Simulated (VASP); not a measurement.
Band structure of CsI (relaxed from the rock salt structure, space group Fm-3m). Method: PBEsol GGA, VASP's PBE PAW potentials (set 64) (plane waves; VASP).

Unless said otherwise, spin-orbit coupling is left out, though it shifts the bands of the heavy elements here.

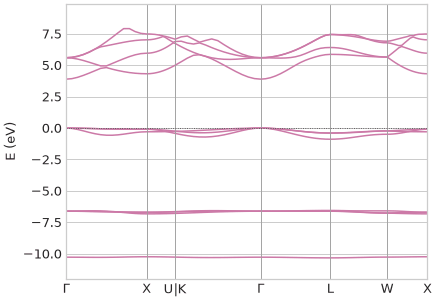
Bands along high-symmetry lines, zero at the valence-band maximum or, without a gap, the Fermi level

Task: Read the plot: is there a gap, and where are the band edges?

Result: The gap is direct, 3.89 eV, from the valence maximum at Γ to the conduction minimum at Γ. (Edges off the drawn lines would not show.)

The structure was generated: CsI was put into the rock salt type (Fm-3m), which need not be its known phase. It was relaxed first, which changed the volume by -21 %.
